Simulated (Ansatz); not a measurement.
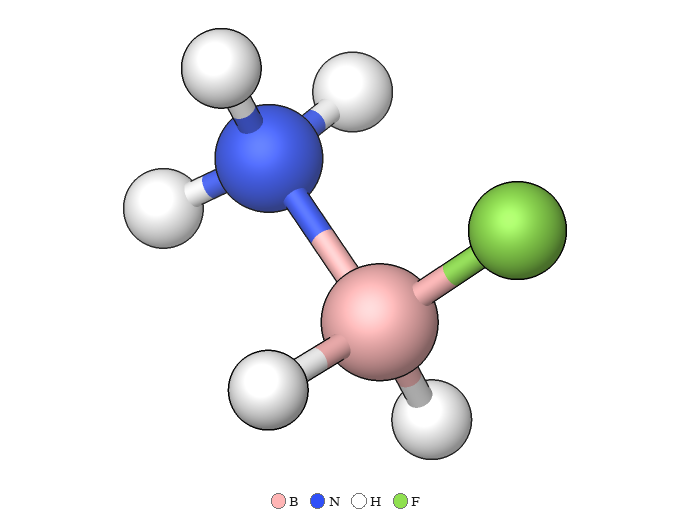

Question: Which formula does it have?

Answer: BFH₅N, 8 atoms: 1 boron, 1 fluorine, 5 hydrogen and 1 nitrogen.

Question: Count the bonded pairs by element.

Answer: 3 N–H, 2 B–H, 1 B–N, 1 B–F. Sticks follow a distance rule.

Question: Give the symmetry (Schoenflies symbol).

Answer: Cs.

More results for the same structure follow; atom numbers are the same in all pictures, views and colours differ. Computed geometry: PBE0-D4/def2-TZVP optimisation.

Thermal motion

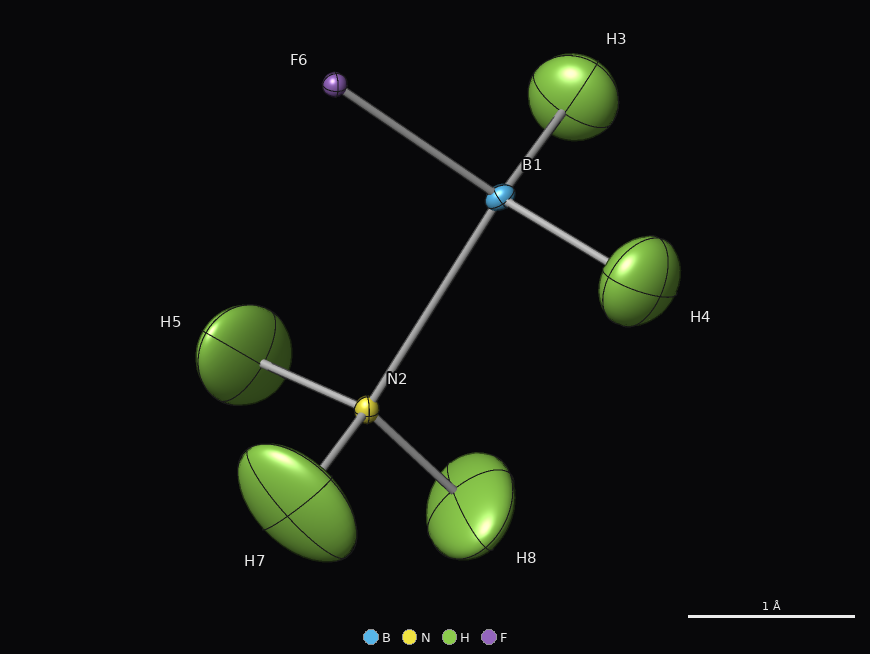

Displacement ellipsoids at the 50 % level, enlarged 1.5 times, from the internal vibrations of the free molecule (harmonic, no overall translation or rotation; no half-axis is drawn under 0.075 Å). Vibrations computed with RKS PBE0-D4/def2-TZVP (Ansatz 0.2.0). Temperature: 100 K.

Question: Which atom has the largest mean-square displacement?

Answer: H8, with U_eq = 0.0209 Å².

Question: Does H7 move more along its bond or across it?

Answer: Across it: the root-mean-square amplitude is 0.068 Å along the bond and up to 0.192 Å across, since bending and torsion are softer than stretching.

Give the displacement parameters, one line for each set of equivalent atoms.

```csv
atom,U_eq (Å²),rms amplitudes (Å)
B1,0.0013,"0.031, 0.034, 0.042"
N2,0.00075,"0.016, 0.021, 0.040"
"H3, H4",0.0126,"0.085, 0.121, 0.127"
"H5, H7",0.0199,"0.068, 0.134, 0.192"
F6,0.00057,"0.017, 0.017, 0.034"
H8,0.0209,"0.073, 0.137, 0.196"
```

Vibrations

Harmonic vibrations computed with RKS PBE0-D4/def2-TZVP (Ansatz 0.2.0) at a stationary point of the same level.

Question: List the wavenumbers.

Answer: 18 modes: 190, 326, 621, 638, 817, 997, 1036, 1070, 1193, 1252, 1313, 1645, 1660, 2441, 2474, 3476, 3586, 3603 cm⁻¹.

Charges

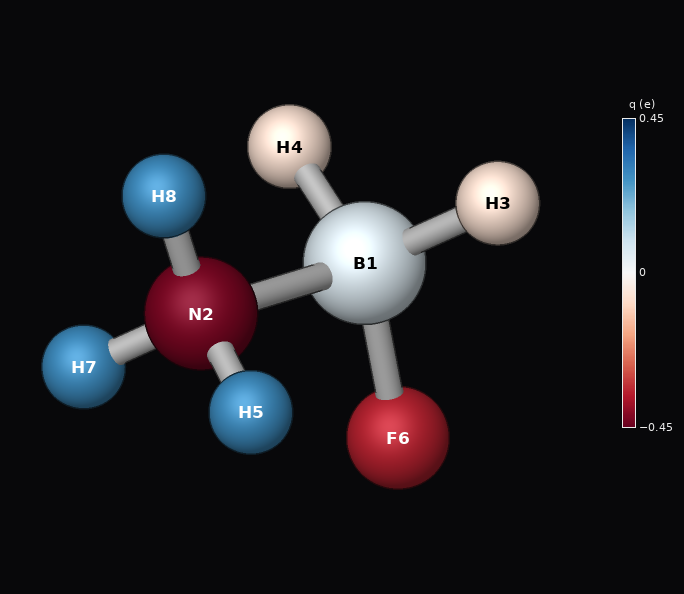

Atoms are coloured by their Mulliken charges. Method: RKS PBE0-D4/def2-TZVP (Ansatz 0.2.0).

Give the Mulliken charges atom by atom.

```tsv
atom	value (e)
B1	0.06
N2	−0.42
H3	−0.07
H4	−0.07
H5	0.28
F6	−0.35
H7	0.28
H8	0.28
```

Mulliken values depend strongly on the basis set and can even reverse the polarity of a bond.
